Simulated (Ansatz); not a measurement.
# Phonons of AgO (F-43m) against volume

Wanted: mode Grüneisen parameters of AgO (F-43m).

Main program and level: Ansatz 0.2.0; DFT PBEsol, scalar-relativistic, plane waves, PAW; PAW set soft_1.

### Step 1. The structure

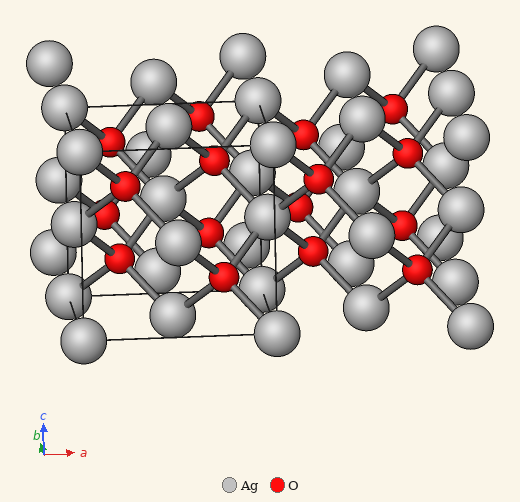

The starting structure, seen slightly off an axis (silver light grey, oxygen red). 2×2×1 cells are drawn. This picture shows the conventional cell, with its axes. Bonds to atoms that aren't drawn are left out. Some periodic images of atoms are drawn too.

### Step 2. Phonons on a q mesh

The cell comes from relaxations at this level that are not shown. Stability and thermal properties need the whole zone. Linear response on a 4×4×4 q mesh gives force constants as far as a supercell of that size would.

Contents of input.yaml:

```yaml
crystal:
  lattice:
    - [0.0, 2.4749891092, 2.4749891092]
    - [2.4749891092, 0.0, 2.4749891092]
    - [2.4749891092, 2.4749891092, 0.0]
  atoms:
    - { symbol: Ag, position: [0.0, 0.0, 0.0] }
    - { symbol: O, position: [0.25, 0.25, 0.25] }
kpoints:
  mp_grid: { grid: [16, 16, 16] }
hamiltonian:
  xc: pbesol
  pseudopotentials: { kind: paw, azcp: { folder: soft_1 }, xc_functional: pbe }
scf:
  occupations: { method: methfessel_paxton, width: 0.2 }
output:
  eigenvalues: true
phonons:
  method: dfpt
  qmesh: [4, 4, 4]
  temperatures: { t_max: 1000, t_step: 50 }
  qpath:
    path:
      - [[0.0, 0.0, 0.0], [-0.5, -0.5, 0.0], [-0.375, -0.375, 0.25]]
      - [[-0.375, 0.0, 0.375], [0.0, 0.0, 0.0], [0.0, 0.0, 0.5], [-0.5, -0.25, 0.25], [-0.5, -0.5, 0.0]]
    npoints: 10
```

Run with:

```console
ansatz run input.yaml --threads 4 --pin off --max-ram 10240MiB --backend cpu --events-out ev --progress --plain --runs-dir out
```

Numbers of over 12 decimals in the logs are rounded to 6 here.

Log:

```text
Engine: ansatz 0.2.0, aarch64-unknown-linux-gnu
Pseudopotentials: kind: paw
Pseudopotential: Ag, paw, valence charge 19, recommended cutoff 420 eV (normal), soft_1/Ag.paw.azcp
Pseudopotential: O, paw, valence charge 6, recommended cutoff 420 eV (normal), soft_1/O.paw.azcp
Functional definition: PBEsol
  exchange = pbesol_x
  correlation = pbesol_c
Crystal: 2 atoms, lattice volume = 30.321 Å³
Basis set: ecut = 420 eV, 609 PW (Γ), exchange–correlation on 48×48×48 points (8 copies of the dense FFT grid, shifted against one another)
Bands: 17, of which v1, the nominal top of the filled ones, is band 13 counted from 1 (12 counted from 0)
Symmetry: 24 space group operations
k-points: 145 of 4096 (time reversal used)
Non-local potential: Ag, projectors of the file, l = 0: 3, l = 1: 2, l = 2: 2, l = 3: 1
Non-local potential: O, projectors of the file, l = 0: 2, l = 1: 2, l = 2: 1
PAW form: soft (Blöchl's): semilocal exchange-correlation on the pseudo side does not see the compensation charge
PAW frozen core: Ag, regenerated for the run's functional, and the local potential with it (the file was generated under x = pbe(κ = 0.804, μ = 0.219515), c = pbe(β = 0.066725))
PAW frozen core: O, regenerated for the run's functional, and the local potential with it (the file was generated under x = pbe(κ = 0.804, μ = 0.219515), c = pbe(β = 0.066725))
PAW one-centre angular grid: Ag, 590 points (default); XC on 64 Gauss nodes
PAW one-centre angular grid: O, 110 points (default); XC on 64 Gauss nodes
Initial density: superposition of atomic densities (chi_scale 0.1, normalization cell, long waves kept (reshape's long-wave potential 0.00 eV rms))
Initial wavefunctions: pseudopotential atomic-orbital guess
Functional: x = pbesol(κ = 0.804, μ = 0.123457), c = pbesol(β = 0.046)
SCF iter   1: F=—  HF=-8080.273243 eV  |F-HF|=—  |Δ(HF+E_count)|=         —  Δρ=6.99e-2  dr2=1.04e0  ethr=3.10e-3  ⟨swp⟩=4.3  Hψ=10632  notcnv=0
preconditioner: auto → LDOS  [metal: Δε(μ)=0.012 eV  Ē_g=13.434 eV  σ=0.200 eV  W_gap=0.05  n_scr=14 (ndim 8)  ℏωp=27.8 eV  f_vac=0.043  D(μ)=2.24/eV (n_scr^D=26)  β→1.0]
SCF iter   2: F=—  HF=-8080.149700 eV  |F-HF|=—  |Δ(HF+E_count)|=   1.24e-1  S|Δr|=    0.00e0  Δρ=1.69e-2  dr2=1.13e-1  ethr=3.10e-3  ⟨swp⟩=2.4  Hψ=4672  notcnv=0
SCF iter   3: F=—  HF=-8080.140593 eV  |F-HF|=—  |Δ(HF+E_count)|=   9.11e-3  S|Δr|=    0.00e0  Δρ=1.30e-2  dr2=5.38e-2  ethr=4.50e-4  ⟨swp⟩=1.0  Hψ=2465  notcnv=0
SCF iter   4: F=—  HF=-8080.132025 eV  |F-HF|=—  |Δ(HF+E_count)|=   8.57e-3  S|Δr|=    0.00e0  Δρ=4.82e-3  dr2=7.08e-3  ethr=2.15e-4  ⟨swp⟩=1.0  Hψ=2467  notcnv=0
SCF iter   5: F=—  HF=-8080.130446 eV  |F-HF|=—  |Δ(HF+E_count)|=   1.58e-3  S|Δr|=    0.00e0  Δρ=1.32e-3  dr2=3.76e-4  ethr=2.83e-5  ⟨swp⟩=2.7  Hψ=4109  notcnv=0
SCF iter   6: F=—  HF=-8080.130390 eV  |F-HF|=—  |Δ(HF+E_count)|=   5.55e-5  S|Δr|=    0.00e0  Δρ=1.30e-4  dr2=2.52e-6  ethr=1.50e-6  ⟨swp⟩=2.5  Hψ=4492  notcnv=0
SCF iter   7: F=—  HF=-8080.130382 eV  |F-HF|=—  |Δ(HF+E_count)|=   7.69e-6  S|Δr|=    0.00e0  Δρ=1.90e-5  dr2=7.81e-8  ethr=1.01e-8  ⟨swp⟩=2.0  Hψ=3696  notcnv=0
SCF iter   8: F=—  HF=-8080.130382 eV  |F-HF|=—  |Δ(HF+E_count)|=   1.17e-8  S|Δr|=    0.00e0  Δρ=1.86e-6  dr2=1.04e-9  ethr=3.13e-10  ⟨swp⟩=2.0  Hψ=3578  notcnv=0
SCF iter   9: F=-8080.130382 eV  HF=-8080.130382 eV  |F-HF|=5.46e-12  |Δ(HF+E_count)|=  5.09e-11  S|Δr|=    0.00e0  Δρ=1.35e-7  dr2=3.57e-12  ethr=1.00e-12  ⟨swp⟩=4.0  Hψ=11995  notcnv=0
the search or the solves at the SCF's close seem to have found levels that the self-consistency loop had missed (the run counts 1). By its estimate they hold under 1e-12 electrons; where the run keeps them, the occupations were computed again with them
SCF 1 converged in 9 iterations: F = -8080.130382 eV  dr2 = 3.57e-12
  greatest PAW one-centre occupation: 1.001 electrons in one spin orbital (limit 2), on the Ag atom at site 0 (counted from 0), in its partial waves of l = 0
phonons: the bands overlap, so this run is a metal and interpolates without the dipole-dipole term. If the crystal is really an insulator or semiconductor, its LO-TO splitting is missing
NSCF: frozen V_eff on 145 k-points
NSCF: frozen V_eff on 349 k-points
DFPT response loops at q = (0, 0, 0) (fractional): preconditioner auto → Kerker (q_TF=auto, 2.642 Å⁻¹) (partly filled bands, converged f_vac=0.081); β = 1.00, the filter's whole step (`scf.mixing.beta` (0.50) is not read by the response loops under this deck's `scf.mixing.preconditioner`; to damp them name `kerker` or `kerker_dos`, under which they read `scf.mixing.beta`, and type it under 1.00, their step now; both keys bind the ground state too); Broyden in place of MSR1
NSCF: frozen V_eff on 4352 k-points
DFPT response loops at q = (0, 0, 0.25) (fractional): mixed as the last ones told, above
NSCF: frozen V_eff on 2196 k-points
DFPT response loops at q = (0, 0, -0.5) (fractional): mixed as the last ones told, above
NSCF: frozen V_eff on 2320 k-points
DFPT response loops at q = (0, 0.25, 0.25) (fractional): mixed as the last ones told, above
NSCF: frozen V_eff on 8192 k-points
DFPT response loops at q = (0, 0.25, -0.5) (fractional): mixed as the last ones told, above
NSCF: frozen V_eff on 4352 k-points
DFPT response loops at q = (0, 0.25, -0.25) (fractional): mixed as the last ones told, above
NSCF: frozen V_eff on 1242 k-points
DFPT response loops at q = (0, -0.5, -0.5) (fractional): mixed as the last ones told, above
NSCF: frozen V_eff on 2320 k-points
DFPT response loops at q = (0.25, -0.5, -0.25) (fractional): mixed as the last ones told, above
SCF converged after 9 iterations
Stability not checked: this state was not tested for a lower state beside it, because cold or Methfessel-Paxton smearing, or corrected tetrahedra, fill the levels in a way that the test cannot read (fill_not_monotonic; see scf.lower_state_search)
Free energy (F): -8080.130382 eV
Harris-Foulkes:  -8080.130382 eV  (|F-HF|=5.46e-12)
Internal energy: -8080.128520 eV  (E = F + TS)
E sigma→0 (E₀):  -8080.129917 eV
Entropy (-TS):   -0.001862 eV (-0.931 meV/atom)
Fermi energy:    9.496082 eV
--- Per-component energies (eV) ---
  E_band       = -351.871129
  E_kinetic    = 630.260958
  E_local      = -2990.459910  (includes V_loc(G=0)·N_el)
  E_nonlocal   = 88.149705
  E_hartree    = 1373.739163
  E_xc         = -226.088966
  E_vxc        = -288.054189  (∫ρ·V_xc dr)
  E_paw        = -4042.646945  (= ΣΔE_a)
  E_vpaw       = -539.247239  (= ΣTr[D̂ρ^β])
  E_aug_tail   = 0.001111  (compensation charges beyond the density's cutoff)
  E_ewald      = -2913.441665
  E_core_change = 0.358028  (= ΣΔE_core)
  E_smearing   = -0.001862  (= −TS)
  E_closure    = 0.000000  (closes the sum)
  Σ components = -8080.130382   (vs F -8080.130382, Δ=0.00e0)
--- Band table (eV; the first three rows and the last of 145) ---
  k-point 0: bands = [... 9 lower, 6.5158, 9.7789, 10.3181, 10.3181, 10.3181, 23.1411, 23.1411, 23.1411]
  k-point 1: bands = [... 9 lower, 6.5106, 9.7113, 10.2952, 10.2952, 10.4287, 22.6854, 23.1721, 23.1721]
  k-point 2: bands = [... 9 lower, 6.4995, 9.4803, 10.2263, 10.2263, 10.7775, 21.6542, 23.2455, 23.2455]
  k-point 144: bands = [... 9 lower, 7.1376, 7.1930, 7.2573, 8.8830, 16.9865, 18.0861, 19.3917, 19.9538]
--- Phonons (Γ-DFPT): 2 representative perturbations + reference (Σ response iterations 7) ---
  ASR residual: 7.662e-5 → 0.000e0 eV/Å²; symmetrization residual: 5.959e-7 eV/Å²
  ASR residual per site (eV/Å²): 7.66e-5 7.46e-7
  Γ frequencies (cm⁻¹): 0.00 0.00 0.00 201.59 201.59 201.59
--- Phonons (arbitrary-q DFPT): 8 irreducible q on the 4×4×4 mesh ---
  q = [0.0000, 0.0000, 0.0000] (star 1, of the zone-centre solve; hermiticity 5.72e-7, symmetrization 4.36e-12): -0.00 -0.00 0.00 201.59 201.59 201.59
  q = [0.0000, 0.0000, 0.2500] (star 8, 2 solved perturbations on 2176 of 4096 k-point pairs; hermiticity 9.72e-7, symmetrization 3.45e-9): -21.97 -21.97 91.79 260.78 261.32 261.32
  q = [0.0000, 0.0000, -0.5000] (star 4, 2 solved perturbations on 1098 of 4096 k-point pairs; hermiticity 2.83e-4, symmetrization 1.60e-4): -37.47 -37.47 133.34 292.04 292.04 372.91
  q = [0.0000, 0.2500, 0.2500] (star 6, 4 solved perturbations in 3616 linear systems a pass and spin channel, the states on 1160 of 4096 k-point pairs; hermiticity 5.23e-7, symmetrization 2.08e-8): -30.73 -30.73 110.71 257.68 276.69 276.69
  q = [0.0000, 0.2500, -0.5000] (star 24, 4 solved perturbations in 12544 linear systems a pass and spin channel, the states on 4096 of 4096 k-point pairs; hermiticity 7.51e-7, symmetrization 2.72e-9): -39.67 -39.49 137.21 278.15 313.90 345.63
  q = [0.0000, 0.2500, -0.2500] (star 12, 4 solved perturbations in 6672 linear systems a pass and spin channel, the states on 2176 of 4096 k-point pairs; hermiticity 5.15e-5, symmetrization 1.88e-5): -57.64 -30.97 127.89 266.03 283.81 326.71
  q = [0.0000, -0.5000, -0.5000] (star 3, 4 solved perturbations in 1940 linear systems a pass and spin channel, the states on 621 of 4096 k-point pairs; hermiticity 5.07e-7, symmetrization 8.56e-9): -54.26 -54.26 146.89 234.99 338.47 338.47
  q = [0.2500, -0.5000, -0.2500] (star 6, 4 solved perturbations in 3498 linear systems a pass and spin channel, the states on 1160 of 4096 k-point pairs; hermiticity 2.13e-4, symmetrization 1.07e-4): -71.98 -32.01 140.78 284.13 315.27 346.32
  sum rule: each row above includes the acoustic sum rule's correction from the zone centre's row sums; it moved no ω² by more than (0.44 cm⁻¹)²
  mesh force constants: q→R imaginary residual 3.09e-18; ASR residual 7.662e-5 → 0.000e0 eV/Å²; symmetrization residual 3.553e-15 eV/Å²
  interpolated dispersion: 62 rows × 6 modes
  density of states and harmonic sums: on the 24×24×24 q-mesh, interpolated from the force constants of a 4×4×4 supercell (no non-analytic term)
  largest difference from the sums on the solved wave vectors: F 2.71e-2 eV, S 3.35e-5 and C_V 6.43e-6 eV/K
  zero-point energy: 0.063061 eV/cell   skipped modes (ω ≤ 0): 794, of them read as no rigid motion or as one in doubt: 791 (1.941e0 modes/cell left out, lowest -71.98 cm⁻¹)   left out of the sums: 3.24e-1 of the cell's modes: C_V's classical limit lies that fraction below 3 k_B per atom; for a crystal, a wire or a layer, F and S can be off by more, and a phonons.interpolated_qmesh denser along its periods is the remedy for the sampling
```

It took 7 min on 4 threads of Arm Neoverse V1, shared host; peak memory 4.3 GiB; 27 min of CPU time.

Numbers from this step:

```yaml
volume_per_atom: 15.16 Å³
gap_on_the_k_mesh: 0 eV
sum_rule_residual_before_enforcement: 7.66e-5 eV/Å²
lowest_frequency_on_the_path: -71.98 cm⁻¹
point_group: -43m
highest_frequency_on_the_path_or_at_a_solved_wavevector: 372.9 cm⁻¹
highest_optical_mode_at_the_zone_centre_no_lo_to_term: 201.6 cm⁻¹
lowest_optical_zone_centre_mode: 201.6 cm⁻¹
lowest_mode_on_the_q_mesh_acoustic_modes_at_gamma_apart: -71.98 cm⁻¹
```

Frequencies (cm⁻¹) solved at each irreducible wavevector; negative means imaginary. Frequencies by wavevector, by row:

| q in reciprocal lattice units | star | mode 1 | mode 2 | mode 3 | mode 4 | mode 5 | mode 6 |
| --- | --- | --- | --- | --- | --- | --- | --- |
| 0 0 0 | 1 | 0 | 0 | 0 | 201.6 | 201.6 | 201.6 |
| 0 0 0.25 | 8 | -22 | -22 | 91.8 | 260.8 | 261.3 | 261.3 |
| 0 0 -0.5 | 4 | -37.5 | -37.5 | 133.3 | 292 | 292 | 372.9 |
| 0 0.25 0.25 | 6 | -30.7 | -30.7 | 110.7 | 257.7 | 276.7 | 276.7 |
| 0 0.25 -0.5 | 24 | -39.7 | -39.5 | 137.2 | 278.1 | 313.9 | 345.6 |
| 0 0.25 -0.25 | 12 | -57.6 | -31 | 127.9 | 266 | 283.8 | 326.7 |
| 0 -0.5 -0.5 | 3 | -54.3 | -54.3 | 146.9 | 235 | 338.5 | 338.5 |
| 0.25 -0.5 -0.25 | 6 | -72 | -32 | 140.8 | 284.1 | 315.3 | 346.3 |

Symmetry leaves 8 wavevectors to solve. The lowest mode among them, the acoustic zeros apart, lies at q = (0.25, -0.5, -0.25) and is imaginary, 72.0i cm⁻¹, so the energy falls along it.

### Step 3. Relaxing at another volume, volume ratio 0.97

The volume is scaled by 0.97 and held; symmetry leaves nothing to relax, so this is a single point. The modes can then be followed against volume.

input.yaml, the sections that differ from step 2:

```yaml
crystal:
  lattice:
    - [0.0, 2.4499875099, 2.4499875099]
    - [2.4499875099, 0.0, 2.4499875099]
    - [2.4499875099, 2.4499875099, 0.0]
  atoms:
    - { symbol: Ag, position: [0.0, 0.0, 0.0] }
    - { symbol: O, position: [0.25, 0.25, 0.25] }
output:
  forces: true
  stress: true
  eigenvalues: true
# kpoints, hamiltonian, scf: as in step 2
# phonons: removed
```

Log:

```text
[...]
Crystal: 2 atoms, lattice volume = 29.412 Å³
Basis set: ecut = 420 eV, 561 PW (Γ), exchange–correlation on 48×48×48 points (8 copies of the dense FFT grid, shifted against one another)
Bands: 17, of which v1, the nominal top of the filled ones, is band 13 counted from 1 (12 counted from 0)
Symmetry: 24 space group operations
[...]
k-points: 145 of 4096 (time reversal used)
[...]
--- Band table (eV; the first three rows and the last of 145) ---
  k-point 0: bands = [... 9 lower, 6.9727, 10.2896, 10.9065, 10.9065, 10.9065, 23.8409, 23.8409, 23.8409]
  k-point 1: bands = [... 9 lower, 6.9671, 10.2451, 10.8827, 10.8827, 10.9938, 23.3750, 23.8743, 23.8743]
  k-point 2: bands = [... 9 lower, 6.9550, 10.0374, 10.8111, 10.8111, 11.3196, 22.3228, 23.9542, 23.9542]
  k-point 144: bands = [... 9 lower, 7.5554, 7.6762, 7.7760, 9.4226, 17.6014, 18.8513, 20.0143, 20.6481]
[key lines of the parts left out:]
SCF converged after 8 iterations
Free energy (F): -8080.120586 eV
Fermi energy:    10.049795 eV
P = ⅓ Tr σ = 3.5655 GPa (35.655 kbar)
```

It took 1.8 s on 4 threads; peak memory 0.37 GiB; 6.2 s of CPU time.

This run has no spin polarisation although its electron count is odd.

Numbers from this step:

- pressure: 3.565 GPa
- volume per atom: 14.71 Å³

### Step 4. Phonons at the other volume, volume ratio 0.97

The phonons are repeated at this volume on the same k and q meshes.

Edit input.yaml of step 3 so:

```diff
@@ -16,4 +16,11 @@
 output:
-  forces: true
-  stress: true
   eigenvalues: true
+phonons:
+  method: dfpt
+  qmesh: [4, 4, 4]
+  temperatures: { t_max: 1000, t_step: 50 }
+  qpath:
+    path:
+      - [[0.0, 0.0, 0.0], [-0.5, -0.5, 0.0], [-0.375, -0.375, 0.25]]
+      - [[-0.375, 0.0, 0.375], [0.0, 0.0, 0.0], [0.0, 0.0, 0.5], [-0.5, -0.25, 0.25], [-0.5, -0.5, 0.0]]
+    npoints: 10
```

Log:

```text
[...]
Crystal: 2 atoms, lattice volume = 29.412 Å³
Basis set: ecut = 420 eV, 561 PW (Γ), exchange–correlation on 48×48×48 points (8 copies of the dense FFT grid, shifted against one another)
Bands: 17, of which v1, the nominal top of the filled ones, is band 13 counted from 1 (12 counted from 0)
Symmetry: 24 space group operations
k-points: 145 of 4096 (time reversal used)
[...]
SCF iter   1: F=—  HF=-8080.231460 eV  |F-HF|=—  |Δ(HF+E_count)|=         —  Δρ=6.63e-2  dr2=8.74e-1  ethr=3.10e-3  ⟨swp⟩=4.3  Hψ=10679  notcnv=0
[...]
SCF iter   9: F=-8080.120586 eV  HF=-8080.120586 eV  |F-HF|=0.00e0  |Δ(HF+E_count)|=  2.57e-10  S|Δr|=    0.00e0  Δρ=1.90e-7  dr2=7.30e-12  ethr=1.00e-12  ⟨swp⟩=4.0  Hψ=12074  notcnv=0
SCF 1 converged in 9 iterations: F = -8080.120586 eV  dr2 = 7.30e-12
[...]
NSCF: frozen V_eff on 145 k-points
[...]
SCF converged after 9 iterations
[...]
Free energy (F): -8080.120586 eV
[...]
Internal energy: -8080.118839 eV  (E = F + TS)
E sigma→0 (E₀):  -8080.120150 eV
Entropy (-TS):   -0.001747 eV (-0.873 meV/atom)
Fermi energy:    10.049761 eV
[...]
--- Band table (eV; the first three rows and the last of 145) ---
  k-point 0: bands = [... 9 lower, 6.9727, 10.2896, 10.9065, 10.9065, 10.9065, 23.8409, 23.8409, 23.8409]
  k-point 1: bands = [... 9 lower, 6.9671, 10.2451, 10.8826, 10.8826, 10.9938, 23.3750, 23.8743, 23.8743]
  k-point 2: bands = [... 9 lower, 6.9550, 10.0374, 10.8111, 10.8111, 11.3196, 22.3228, 23.9542, 23.9542]
  k-point 144: bands = [... 9 lower, 7.5553, 7.6762, 7.7760, 9.4226, 17.6013, 18.8512, 20.0142, 20.6481]
[...]
ASR residual: 9.340e-5 → 0.000e0 eV/Å²; symmetrization residual: 6.280e-7 eV/Å²
  ASR residual per site (eV/Å²): 9.34e-5 1.40e-5
  Γ frequencies (cm⁻¹): 0.00 0.00 0.00 226.87 226.87 226.87
--- Phonons (arbitrary-q DFPT): 8 irreducible q on the 4×4×4 mesh ---
[...]
interpolated dispersion: 62 rows × 6 modes
[...]
```

Elapsed: 6.9 min, on 4 threads; peak memory 4.2 GiB; 27 min of CPU time.

Numbers from this step:

| Item | Value |
| --- | --- |
| sum-rule residual before enforcement | 9.34e-5 eV/Å² |
| lowest frequency on the path | -87.77 cm⁻¹ |
| highest frequency on the path or at a solved wavevector | 396.4 cm⁻¹ |
| highest optical mode at the zone centre (no LO-TO term) | 226.9 cm⁻¹ |
| lowest optical zone-centre mode | 226.9 cm⁻¹ |
| lowest mode on the q mesh (acoustic modes at Γ apart) | -87.77 cm⁻¹ |

Frequencies (cm⁻¹) solved at each irreducible wavevector; negative means imaginary. Frequencies by wavevector, by row:

| q in reciprocal lattice units | star | mode 1 | mode 2 | mode 3 | mode 4 | mode 5 | mode 6 |
| --- | --- | --- | --- | --- | --- | --- | --- |
| 0 0 0 | 1 | 0 | 0 | 0 | 226.9 | 226.9 | 226.9 |
| 0 0 0.25 | 8 | -31.2 | -31.2 | 93.2 | 284.7 | 286.6 | 286.6 |
| 0 0 -0.5 | 4 | -49.2 | -49.2 | 136.8 | 315.4 | 315.4 | 396.4 |
| 0 0.25 0.25 | 6 | -44.6 | -44.6 | 116.8 | 281 | 301.3 | 301.3 |
| 0 0.25 -0.5 | 24 | -56.7 | -54.7 | 143.6 | 301.9 | 338.6 | 370.6 |
| 0 0.25 -0.25 | 12 | -72.4 | -43.9 | 133.1 | 289.3 | 308.7 | 350.9 |
| 0 -0.5 -0.5 | 3 | -69.4 | -69.4 | 154.5 | 257.2 | 363.4 | 363.4 |
| 0.25 -0.5 -0.25 | 6 | -87.8 | -53.1 | 148 | 307 | 339.9 | 371.5 |

The highest optical mode at the zone centre (no LO-TO term) is 226.9 cm⁻¹, +25.3 cm⁻¹ against the base run.

(Part 1 of 2 ends here.)

[Logs are printed without paths, hosts, clocks, repeated set-up lines and the standing remarks that a program may print on its own settings, such as how far it seeks lower states.]

[Hosts, paths, dates, database ids (printed as entryN), source tags and the programs' standing remarks are cut or masked in the printed files.]
